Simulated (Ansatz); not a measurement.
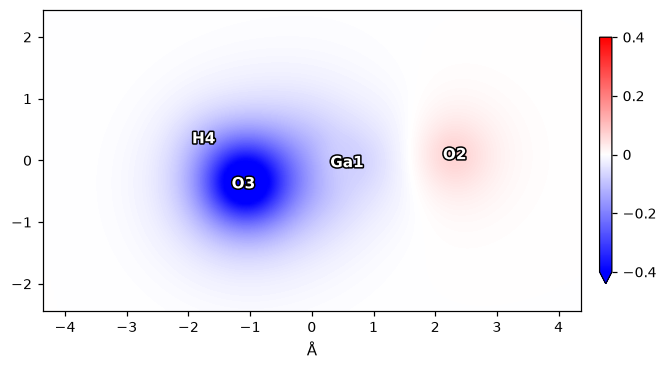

Figure. GaHO2 (charge +1, doublet). The HOMO (α) on a plane 0.8 Å above the molecular plane (values in Å⁻³ᐟ²; the overall sign is arbitrary).

Geometry: B3LYP-D4/def2-TZVP.

Computed with UKS PBE0-D4/def2-TZVP in Ansatz.

```xyz
4

Ga   -0.5074   -0.1473    0.1841
O    -2.1860   -0.3887    0.6481
O     1.1626   -0.1033   -0.1620
H     1.5308    0.6393   -0.6702
```

Question: Describe this orbital and give its energy.

Answer: Its weight (Hirshfeld) is mainly on O3 (about 80 %) and Ga1 (about 10 %); it changes sign across the molecular plane (π type). Its energy is −16.59 eV.
